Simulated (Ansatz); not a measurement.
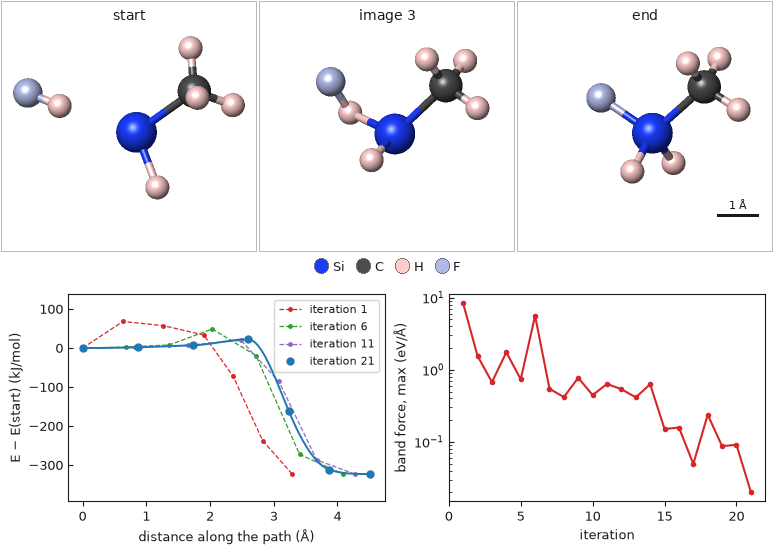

NEB run on CH5FSi, made up of CH4Si and HF. Images are numbered from 0 (start) to 6 (end). The plot follows the band through its iterations. Style: ball-and-stick. Shown at a tilt.

Computed with UKS BLYP-D4/def2-mTZVP in Ansatz 0.2.0. Run with 5 movable images; climbing image; force threshold 0.03 eV/Å; iteration limit 60; starting path through a guess of the saddle point.

Judge this run.

The result is final at these settings. The band converged in 21 iterations. The largest component of the band force went from 8.3 to 0.02 eV/Å. The climbing image converged on the top of the path. Its vibrational analysis gives one imaginary mode (913i cm⁻¹), as a transition state must have. The first iteration put the highest image at 68.1 kJ/mol. The highest point, image 3, lies 22.6 kJ/mol above the start and 345.4 kJ/mol above the end; the end is at −322.8 kJ/mol relative to the start.

Limits of the set-up: the start holds two separate molecules, 2.3 Å apart at their closest, whose relative position is a soft coordinate.

Cost: 2.7 min on 2 threads of Arm Neoverse V1, with other jobs on the host, peak memory 0.17 GiB.
